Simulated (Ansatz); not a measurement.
Consider SiO2 in the rutile structure (space group P4_2/mnm, No. 136; a = 4.236 Å, c = 2.690 Å).

Perturbation: an isotropic linear strain of −0.60 %; the atoms relax in the strained cell.

The values are results of DFT with PBE, PAW potentials and a 420 eV plane-wave cutoff in Ansatz (a quantum-chemistry and plane-wave program), scalar-relativistic without spin-orbit coupling, not measurements.

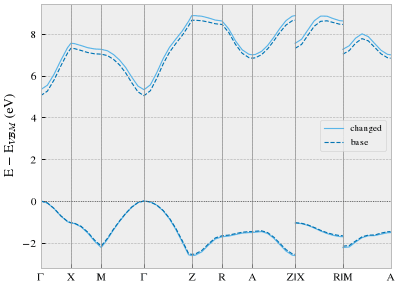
Figure. Highest valence and lowest conduction band along the path, each from its own valence-band maximum

### Question
Read the changed gap and its character from the plot.

### Answer
About 5.3 eV, direct at Γ.

Whether these cells are dynamically stable was not tested.
